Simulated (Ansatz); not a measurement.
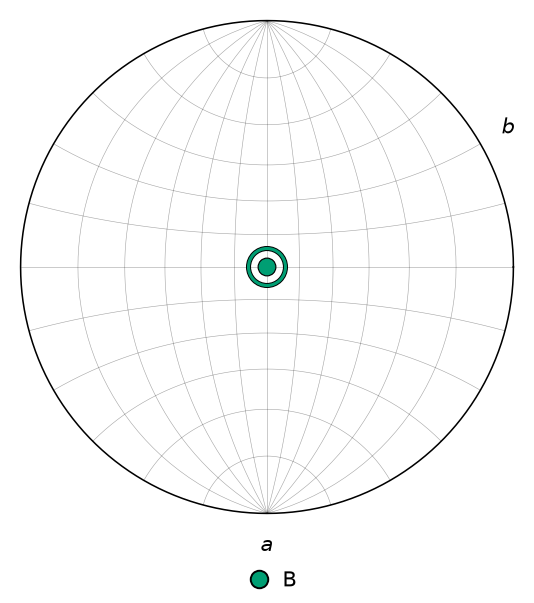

Directions from one silver atom at (0, 0, 0) to its bonded neighbours, in stereographic projection down c (filled: above the plane of the page or in it, open: below). Crystal: AgB, the input geometry of an electronic-structure calculation (not necessarily at equilibrium); the starting structure was generated, so it need not be a known form of this composition. Symmetry computed with spglib at a tolerance of 0.002 Å; standard conventional cell.

Neighbours are counted up to 2.76 Å for B.

```yaml
crystal:
  lattice:
    - [2.80364, 0.00000, 0.00000]
    - [-1.40182, 2.42802, 0.00000]
    - [0.00000, 0.00000, 4.31211]
  atoms:
    - { symbol: Ag, position: [0.00000, 0.00000, 0.00000] }
    - { symbol: B, position: [0.00000, 0.00000, 0.50000] }
```

How many neighbours are there, and at what angles?

Answer. 2: 2 B at 2.16 Å. Angles between bonds: 180° (1×).

What is the site's symmetry in the crystal?

Answer. Point group 6/mmm (D6h), order 24: one sixfold axis, six twofold axes, seven mirror planes, an inversion centre. In P6/mmm, No. 191 this is Wyckoff position 1a.
